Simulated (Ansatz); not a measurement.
**Run report: SiPH₆ClO₂, geometry relaxation (part 2 of 2)**

The same run, continued: SiPH₆ClO₂; RKS CAM-B3LYP-D4/def2-SVP (Ansatz 0.2.0). The input holds or restrains some coordinates. Forces given for the steps count only the free coordinates. It belongs to a series of runs on one base structure; here: pulled along the bonds that form and break, towards end B.

Geometry of the input (Å):
```
Si 0.0000  0.0000  0.0000
H  0.0000  0.0000  1.8100
O  1.5842  0.0000  -0.5594
H  1.9006  -0.9521  -0.6761
O  -0.7913  1.3709  -0.5594
H  -1.7491  1.1401  -0.7818
Cl -1.0032  -1.7381  -0.7093
P  1.3006  1.9614  0.7820
H  2.3929  1.5203  1.5749
H  1.7909  2.6825  -0.3388
H  0.5245  0.7910  1.8858
```

## Trajectory as extended XYZ, continued
```
11
Properties=species:S:1:pos:R:3:forces:R:3 step=5 energy=-33869.10208
Si    0.2949    0.4352   -0.2400   -0.3428  -0.6749  -0.9524
H    -0.1061   -0.1871    2.3479   -1.4068  -2.3637   0.0203
O     1.7202   -0.1727   -0.8052    0.0771   0.0365  -0.2055
H     1.9070   -1.1136   -0.7759   -0.2391  -0.3474  -0.4332
O    -0.9382    1.4076   -0.7520    0.0257  -0.0183  -0.2652
H    -1.8349    1.0773   -0.8632   -0.0070  -0.2680  -0.3951
Cl   -0.8403   -1.4569   -0.5225    0.5722   0.9422   0.9863
P     1.2327    2.2041    0.7375    0.3210   0.6151   1.6164
H     2.3593    1.5576    1.3949   -0.3271   0.2277  -0.6024
H     1.8977    2.6124   -0.4553    0.0600  -0.3069   0.0134
H     0.2578    0.4121    2.3618    1.2666   2.1578   0.2173
11
Properties=species:S:1:pos:R:3:forces:R:3 step=6 energy=-33869.59857
Si    0.3218    0.4534   -0.2593   -0.2987  -0.6462  -0.3454
H    -0.0320   -0.2002    2.3200   -0.6428  -1.8134  -0.2571
O     1.7459   -0.1791   -0.8051   -0.1029   0.1966  -0.3217
H     1.8295   -1.1219   -0.9600   -0.1953  -0.3111  -0.3416
O    -0.9041    1.4113   -0.8064    0.0437   0.0128  -0.5103
H    -1.7776    1.0544   -0.9895   -0.0334  -0.2423  -0.3307
Cl   -0.8158   -1.4242   -0.3298    0.5366   0.8266   0.7072
P     1.1990    2.1972    0.8057    0.3785   0.2616   1.1989
H     2.3408    1.5166    1.3741   -0.2328   0.2395  -0.3665
H     1.8466    2.6071   -0.3956    0.0460  -0.1270   0.0064
H     0.1961    0.4614    2.4738    0.5011   1.6030   0.5608
11
Properties=species:S:1:pos:R:3:forces:R:3 step=7 energy=-33869.95889
Si    0.3551    0.4916   -0.2858   -0.5949  -0.9471   0.1529
H     0.0117   -0.1845    2.2870   -0.3166  -1.0162  -0.2108
O     1.7539   -0.1991   -0.8282   -0.1604  -0.1422  -0.6237
H     1.7458   -1.1294   -1.1100   -0.1639   0.3637  -0.0263
O    -0.8796    1.4085   -0.8804    0.0885   0.0129  -0.6865
H    -1.7271    1.0186   -1.1249    0.1504  -0.1739  -0.1957
Cl   -0.7889   -1.3763   -0.1378    0.5070   0.8136   0.4529
P     1.1657    2.1932    0.8812    0.4038  -0.0472   0.8161
H     2.3246    1.4893    1.3685   -0.2090   0.2256  -0.1925
H     1.7951    2.6014   -0.3244    0.1089   0.1102  -0.0873
H     0.1938    0.4626    2.5828    0.1863   0.8007   0.6010
11
Properties=species:S:1:pos:R:3:forces:R:3 step=8 energy=-33870.30836
Si    0.3551    0.5034   -0.2485   -0.5728  -1.0440  -0.4051
H     0.0239   -0.1712    2.3221   -0.3114  -0.9765  -0.2453
O     1.6985   -0.1809   -0.9233   -0.1336  -0.0223  -0.4126
H     1.6400   -1.0973   -1.2377   -0.0986   0.3203   0.0315
O    -0.8354    1.3759   -0.9790    0.0709   0.0379  -0.5065
H    -1.6410    0.9437   -1.2892    0.1889  -0.0814  -0.0721
Cl   -0.7728   -1.3368    0.0433    0.4382   0.7363   0.4032
P     1.1605    2.1780    0.9470    0.3668   0.0519   0.6219
H     2.3318    1.4727    1.3798   -0.1631   0.1281  -0.0789
H     1.7813    2.6367   -0.2502    0.0036   0.0565  -0.0332
H     0.2083    0.4518    2.6634    0.2112   0.7932   0.6969
11
Properties=species:S:1:pos:R:3:forces:R:3 step=9 energy=-33870.52870
Si    0.3499    0.5100   -0.2429   -0.4134  -0.8564  -0.7966
H     0.0316   -0.1543    2.3235   -0.3715  -1.2003  -0.4689
O     1.6574   -0.1429   -1.0214   -0.2260   0.0864  -0.0686
H     1.5909   -1.0639   -1.3035   -0.0509   0.0809  -0.0617
O    -0.7909    1.3585   -1.0829    0.0968  -0.0975  -0.1877
H    -1.5867    0.9046   -1.3868    0.1504  -0.0196  -0.0410
Cl   -0.7482   -1.2790    0.2278    0.3704   0.6211   0.1502
P     1.1546    2.1407    0.9995    0.2437   0.2896   0.3772
H     2.3390    1.4496    1.3903   -0.0767  -0.0195  -0.0280
H     1.7484    2.6320   -0.2053   -0.0394   0.0471   0.0772
H     0.2040    0.4206    2.7296    0.3166   1.0682   1.0480
11
Properties=species:S:1:pos:R:3:forces:R:3 step=10 energy=-33870.68091
Si    0.3530    0.4875   -0.2646   -0.3551  -0.4377  -0.8104
H     0.0655    0.0209    2.3544   -0.2841  -0.9538  -0.6058
O     1.6150   -0.1140   -1.1288    0.1860  -0.1132  -0.0290
H     1.5480   -1.0084   -1.4808   -0.0244   0.0143  -0.0415
O    -0.7409    1.3083   -1.1769   -0.1929   0.0648  -0.0781
H    -1.5214    0.8489   -1.5043    0.0385  -0.0149  -0.0478
Cl   -0.6855   -1.2393    0.3667    0.1670   0.3014   0.0523
P     1.1305    2.0514    1.0696    0.2219   0.3486   0.2694
H     2.3094    1.3079    1.3606    0.0068   0.0496   0.0561
H     1.6953    2.6574   -0.0930    0.0356   0.0096  -0.0025
H     0.1811    0.4552    2.9251    0.2007   0.7314   1.2372
11
Properties=species:S:1:pos:R:3:forces:R:3 step=11 energy=-33870.69781
Si    0.3354    0.4995   -0.2844   -0.2129  -0.4331  -0.8343
H     0.1249    0.0425    2.3475   -0.3476  -0.9947  -0.8060
O     1.6047   -0.1160   -1.1370    0.0609  -0.0155   0.0279
H     1.5238   -0.9972   -1.5186   -0.0280   0.0163  -0.0219
O    -0.7639    1.2997   -1.2124   -0.0503   0.0523  -0.0216
H    -1.5169    0.8164   -1.5664   -0.0071  -0.0282  -0.0557
Cl   -0.6883   -1.1984    0.4088    0.0666   0.1486   0.0119
P     1.0890    2.0631    1.0629    0.2995   0.4108   0.2132
H     2.2309    1.3084    1.4542   -0.0221   0.0213   0.0187
H     1.7568    2.6261   -0.0676   -0.0200   0.0422   0.0014
H     0.2537    0.4320    2.9410    0.2610   0.7800   1.4664
11
Properties=species:S:1:pos:R:3:forces:R:3 step=12 energy=-33870.70421
Si    0.3059    0.5009   -0.2790    0.0168  -0.2153  -0.9181
H     0.1578    0.0043    2.3520   -0.4460  -0.9773  -0.8024
O     1.5960   -0.1345   -1.0899   -0.0586  -0.1489  -0.0438
H     1.4941   -0.9961   -1.5143    0.0081   0.0963   0.0212
O    -0.7630    1.3018   -1.2470   -0.1126  -0.1290  -0.0143
H    -1.4828    0.8076   -1.6590    0.0982   0.0621   0.0228
Cl   -0.7278   -1.1567    0.4584   -0.0606   0.0258  -0.0464
P     1.0735    2.0723    1.0522    0.2186   0.5144   0.3303
H     2.2023    1.3156    1.4770   -0.0188   0.0534  -0.0727
H     1.7511    2.6732   -0.0557   -0.0462  -0.0856   0.0333
H     0.3429    0.3877    2.9332    0.4012   0.8039   1.4900
11
Properties=species:S:1:pos:R:3:forces:R:3 step=13 energy=-33870.71616
Si    0.3030    0.5042   -0.2732   -0.0439  -0.2033  -0.9201
H     0.1885    0.0164    2.3603   -0.4664  -0.8808  -0.7713
O     1.5933   -0.1514   -1.0676   -0.0400  -0.1620  -0.0533
H     1.4729   -0.9965   -1.5218    0.0200   0.1432   0.0649
O    -0.7470    1.3036   -1.2641   -0.1252  -0.1041  -0.0555
H    -1.4431    0.8055   -1.7139    0.1573   0.0976   0.0910
Cl   -0.7650   -1.1271    0.4572   -0.0954  -0.0672   0.0253
P     1.0551    2.0681    1.0771    0.2002   0.4884   0.1757
H     2.2066    1.3281    1.4655   -0.0145   0.0273  -0.0513
H     1.6950    2.6649   -0.0539   -0.0071   0.0040   0.0452
H     0.3908    0.3604    2.9624    0.4150   0.6569   1.4493
11
Properties=species:S:1:pos:R:3:forces:R:3 step=14 energy=-33870.73481
Si    0.2805    0.5092   -0.2576   -0.1676  -0.3025  -0.8138
H     0.3224   -0.0953    2.3518   -0.5067  -0.9898  -0.8859
O     1.5791   -0.2427   -0.9466   -0.0687  -0.0220   0.0260
H     1.4357   -1.0598   -1.4394    0.0031   0.0349   0.0329
O    -0.6688    1.3267   -1.3314    0.0339  -0.0186  -0.0134
H    -1.3386    0.8437   -1.8266   -0.0172  -0.0066  -0.0006
Cl   -0.9370   -1.0268    0.4762    0.0217   0.0747  -0.0586
P     0.9925    2.0832    1.1015    0.2646   0.4698   0.1440
H     2.2111    1.4077    1.3898   -0.0332   0.0289   0.0159
H     1.5387    2.7679   -0.0288   -0.0511   0.0004   0.0390
H     0.5346    0.2624    2.9390    0.5210   0.7308   1.5146
11
Properties=species:S:1:pos:R:3:forces:R:3 step=15 energy=-33870.76873
Si    0.2579    0.5197   -0.2450   -0.2260  -0.4143  -0.9788
H     0.4113   -0.1903    2.3413   -0.5896  -0.9002  -0.7581
O     1.5600   -0.3180   -0.8343   -0.2153   0.1198   0.1002
H     1.4008   -1.1182   -1.3490   -0.0057   0.0152   0.0337
O    -0.5996    1.3399   -1.4016    0.2194  -0.0711   0.1656
H    -1.2632    0.8685   -1.9140   -0.0639  -0.0505  -0.0152
Cl   -1.0823   -0.9318    0.4686    0.1314   0.1845  -0.0540
P     0.9468    2.0988    1.1186    0.3599   0.5444   0.0827
H     2.2152    1.4850    1.3518   -0.1510   0.0671  -0.0333
H     1.4065    2.8576   -0.0120   -0.0863  -0.1128   0.1717
H     0.6966    0.1647    2.9036    0.6272   0.6180   1.2854
11
Properties=species:S:1:pos:R:3:forces:R:3 step=16 energy=-33870.78736
Si    0.2372    0.5432   -0.2299   -0.1878  -0.4363  -1.0571
H     0.4634   -0.3057    2.2996   -0.5406  -0.7681  -0.4371
O     1.5437   -0.3532   -0.7247   -0.3081   0.2141   0.1232
H     1.3839   -1.1708   -1.2098   -0.0157  -0.0161   0.0041
O    -0.5403    1.3494   -1.4586    0.3000  -0.1391   0.3322
H    -1.2171    0.8890   -1.9632   -0.0732  -0.0699  -0.0205
Cl   -1.1790   -0.8402    0.4738    0.1188   0.1931  -0.0819
P     0.9183    2.1218    1.1377    0.4672   0.5954  -0.0784
H     2.2188    1.5369    1.3100   -0.2969   0.1417  -0.0740
H     1.2992    2.9182   -0.0083   -0.0818  -0.2016   0.3589
H     0.8220    0.0873    2.8013    0.6181   0.4868   0.9307
11
Properties=species:S:1:pos:R:3:forces:R:3 step=17 energy=-33870.79348
Si    0.2104    0.5465   -0.2311   -0.1094  -0.3643  -1.0874
H     0.5740   -0.3272    2.2750   -0.8007  -1.0220  -0.7731
O     1.5151   -0.3871   -0.6608   -0.3470   0.2002   0.0943
H     1.3519   -1.2033   -1.1487   -0.0008   0.0169   0.0278
O    -0.5030    1.3448   -1.5023    0.2047  -0.1775   0.2568
H    -1.1739    0.8895   -2.0232    0.0050  -0.0171   0.0413
Cl   -1.2612   -0.7764    0.4532    0.1108   0.1311   0.0070
P     0.8684    2.1273    1.1461    0.3505   0.5731   0.0994
H     2.1653    1.5530    1.3084   -0.1450   0.0809  -0.0131
H     1.2649    2.9561    0.0435   -0.1051  -0.1151   0.1440
H     0.9383    0.0528    2.7677    0.8369   0.6936   1.2029
11
Properties=species:S:1:pos:R:3:forces:R:3 step=18 energy=-33870.81491
Si    0.2174    0.5588   -0.2261   -0.1847  -0.1969  -0.6557
H     0.6798   -0.4771    2.1954   -0.6856  -1.2242  -0.7708
O     1.4889   -0.4395   -0.5596   -0.1432   0.0248   0.0099
H     1.3140   -1.2654   -1.0278    0.0204   0.0484   0.0378
O    -0.4015    1.3265   -1.5523   -0.0181  -0.1156  -0.0110
H    -1.1282    0.9079   -2.0293    0.0536   0.0234   0.0343
Cl   -1.3377   -0.6348    0.4850   -0.0188  -0.0197  -0.0429
P     0.8323    2.1497    1.1593    0.1614   0.4674   0.1873
H     2.1541    1.6432    1.2683    0.0368   0.0318   0.0172
H     1.1365    3.0176    0.0715   -0.0026   0.0286   0.0174
H     0.9945   -0.0109    2.6436    0.7808   0.9319   1.1765
```

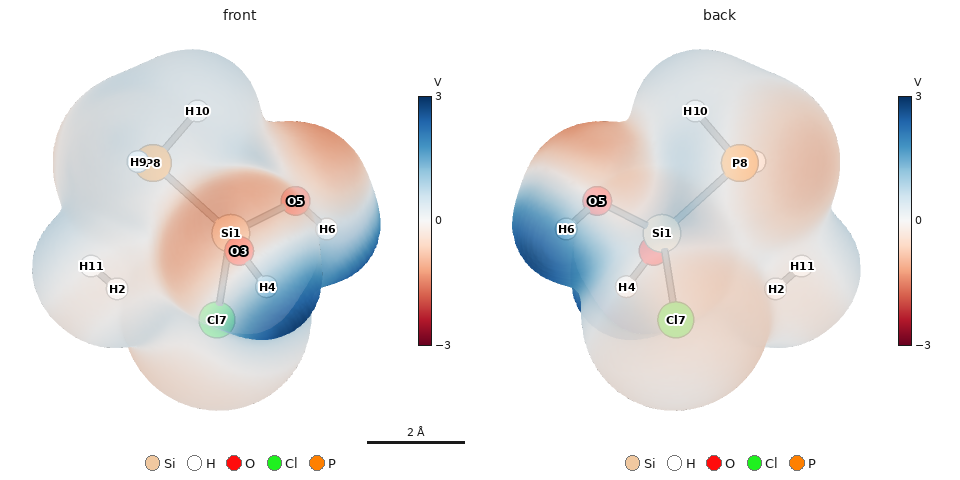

Fig. 1: The electrostatic potential painted on the density surface at 0.002 e/bohr³, seen at a tilt and from behind; the colour scale runs from red (negative) to blue (positive). A positive charge is drawn to the negative regions and a negative charge to the positive ones.

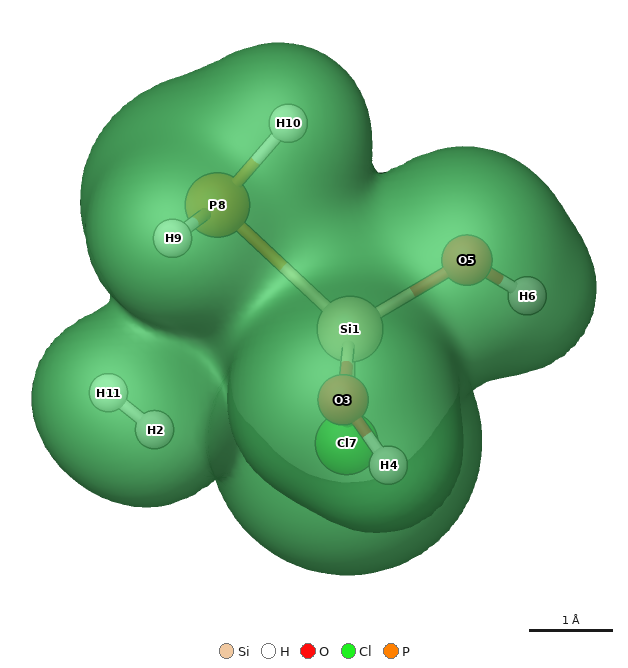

Fig. 2: Isosurface of the total electron density at 0.05 e/Å³ (green), seen face on. At this value the surface is in one piece. On the grid the lowest density along these lines, outside the cores, is 0.07 e/Å³ (Si···H, 2.67 Å), 0.95 e/Å³ (Si–O, 1.65 Å), 0.6 e/Å³ (Si–Cl, 2.09 Å) and 0.73 e/Å³ (Si–P, 2.20 Å).

## Key numbers

| quantity | value |
| --- | --- |
| outcome | converged under the restraints of the input |
| total energy | −33870.8150 eV |
| mean-field energy | −33870.5381 eV |
| largest force (length of the vector) at the end, held atoms and coordinates included | 1.692 eV/Å |
| hardware | 4 threads of AMD EPYC (Zen 5), 32 GiB of memory available, shared host |
| wall time | 16 s (CPU time 58 s) |
| peak memory | 0.36 GiB |
